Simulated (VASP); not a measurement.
Band structure of SiO$_{2}$ (rutile). These are r2SCAN+rVV10, VASP's PBE PAW potentials (set 64) (plane waves; VASP 6.6.1) values and carry that method's errors.

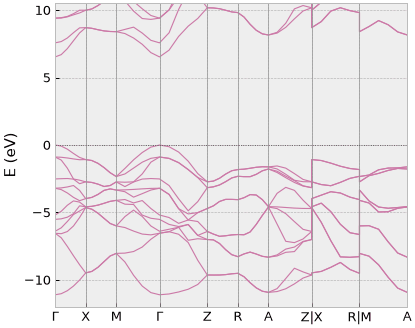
Figure: Bands along high-symmetry lines, zero at the valence-band maximum or, without a gap, the Fermi level

Problem. Read the plot: is there a gap, and where are the band edges?

Solution. The gap is direct, 6.53 eV, from the valence maximum at Γ to the conduction minimum at Γ.

The compound is SiO2 in the rutile structure, stishovite, a high-pressure form. It was relaxed first.
